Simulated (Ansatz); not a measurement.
**C₃H₁₀AlB (SMILES CCB[CH2][AlH2]): density, localisation and related maps**

Input file:

```
crystal:
  periodic: [false, false, false]
  atoms:
    - {symbol: C, position_ang: [-1.525930, -1.650286, 0.620023]}
    - {symbol: C, position_ang: [-0.245028, -0.922201, 1.000300]}
    - {symbol: C, position_ang: [0.810957, -1.350802, -1.489637]}
    - {symbol: Al, position_ang: [0.065467, 0.143803, -2.544910]}
    - {symbol: B, position_ang: [0.914084, -0.838192, -0.053446]}
    - {symbol: H, position_ang: [-2.012915, -1.184219, -0.246958]}
    - {symbol: H, position_ang: [-2.257868, -1.653140, 1.437711]}
    - {symbol: H, position_ang: [-1.329229, -2.698382, 0.358214]}
    - {symbol: H, position_ang: [-0.468163, 0.112554, 1.318733]}
    - {symbol: H, position_ang: [1.924338, -0.260209, 0.283326]}
    - {symbol: H, position_ang: [0.195365, -1.361560, 1.912924]}
    - {symbol: H, position_ang: [0.065693, -2.149872, -1.640872]}
    - {symbol: H, position_ang: [1.763781, -1.587423, -1.981314]}
    - {symbol: H, position_ang: [0.947450, 0.825442, -3.677497]}
    - {symbol: H, position_ang: [-1.428807, 0.622554, -2.286172]}
basis:
  gaussian: {orbitals: def2-SVPD}
magnetization: {spin_polarized: false}
hamiltonian: {xc: pbe0}
output: {forces: true, orbitals: {seedname: orbitals}}
```

Command:

```sh
ansatz run input.yaml --threads 2 --pin off --max-ram 4350MiB --events-out events.jsonl --progress --plain --runs-dir runs
```

Geometry: PBE0-D3(BJ)/pcseg-1.

Level of theory: isolated molecule in a Gaussian basis; Kohn-Sham density functional theory, functional PBE0 (Ansatz).

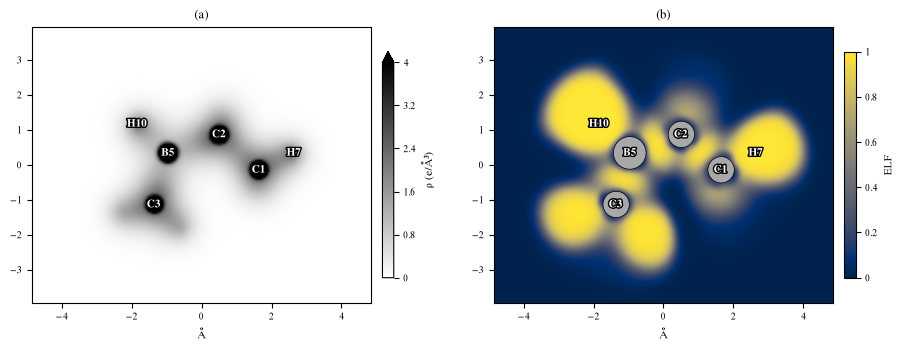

Figure 1. (a) total electron density; (b) electron localisation function on the plane of atoms C2, B5 and H10. Grey discs cover the atomic cores in the ELF map.

Question: What does the map show?

Answer: The plane passes through C, B and H nuclei. C–C (1.52 Å): the density is about 1.6 e/Å³ at the midpoint; the ELF peaks at about 0.95 between the atoms, as expected for localised, covalent bonding. C–B (1.53 Å): ρ is about 1.5 e/Å³ halfway; the ELF peaks at about 0.95 between the atoms (a covalent bond). C–H (1.10 Å): ρ is about 1.9 e/Å³ halfway; the ELF climbs to about 1 towards the hydrogen, as it does in any bond to H (an ordinary covalent bond to hydrogen). C–B (1.57 Å): the density is about 1.4 e/Å³ at the midpoint; the ELF peaks at about 1 between the atoms; localised, covalent bonding. B–H (1.21 Å): the density is about 1.2 e/Å³ at the midpoint; the ELF climbs to about 1 towards the hydrogen: an ordinary covalent bond to hydrogen.

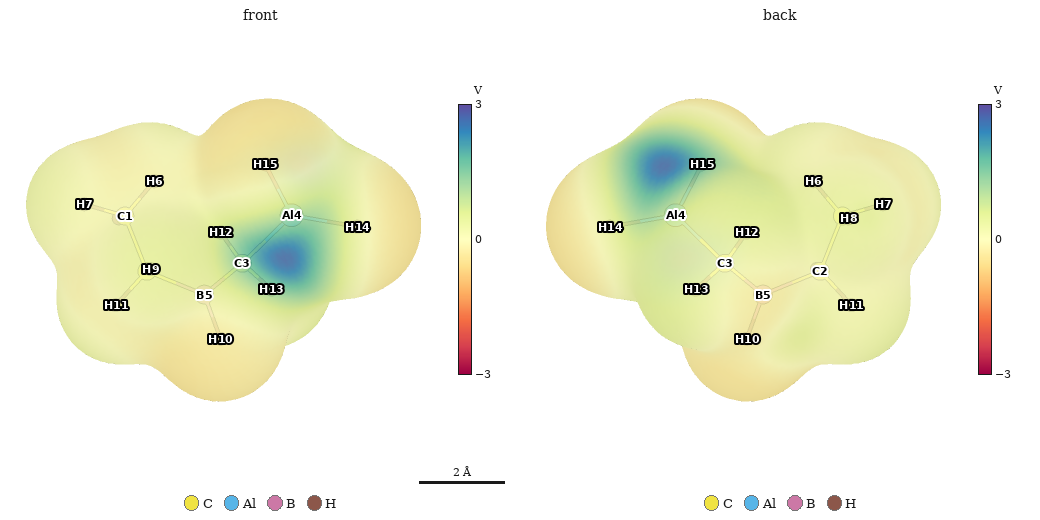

Figure 2. The electrostatic potential painted on the density surface at 0.001 e/bohr³, seen from the front and from behind; the colour scale runs from red (negative) to blue (positive).

Question: Which sites attract a positive test charge, and which a negative one?

Answer: A positive charge is drawn to the negative regions and a negative charge to the positive ones. The most negative region (about −0.4 V) lies over H10, H14 and H15, the most positive (about +2.6 V) over Al4.

Question: How polar is the molecule by this calculation?

Answer: Its dipole moment is 0.72 D.

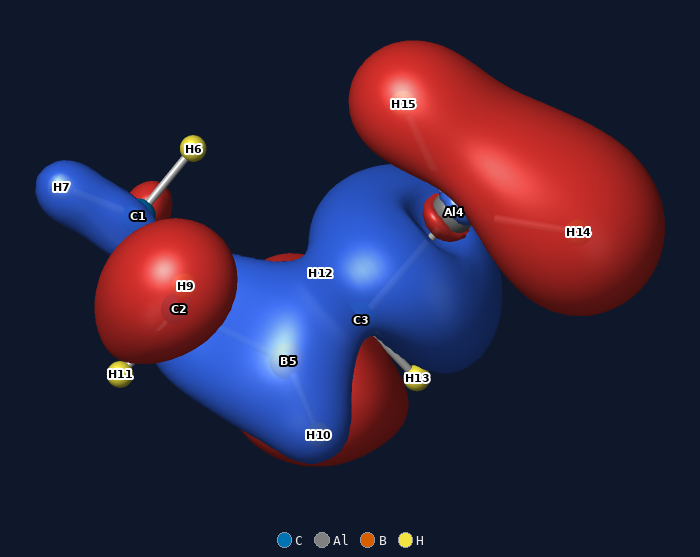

Figure 3. The HOMO at ±0.06 Å⁻³ᐟ² (blue and red are the two phases), seen across its widest extent.

Question: Where does this orbital lie, and at what energy?

Answer: By Hirshfeld shares it lies mainly on C3 (about 40 %), Al4 (about 20 %), B5 (about 15 %), H14 (about 10 %) and C2 (about 5 %). Its energy is −8.08 eV.
